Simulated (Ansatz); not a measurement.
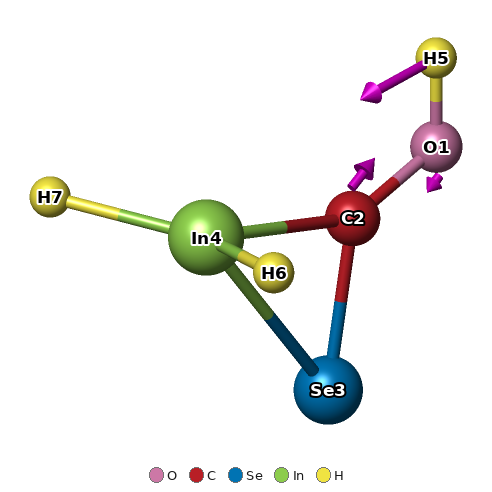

The arrows show one normal mode. Harmonic vibrations computed with RKS PBE0-D4/def2-TZVP, core potentials on In (Ansatz 0.2.0) at a stationary point of the same level.

At what wavenumber does it lie?

1362 cm⁻¹; it is mode 12 of 15 counted from the lowest.
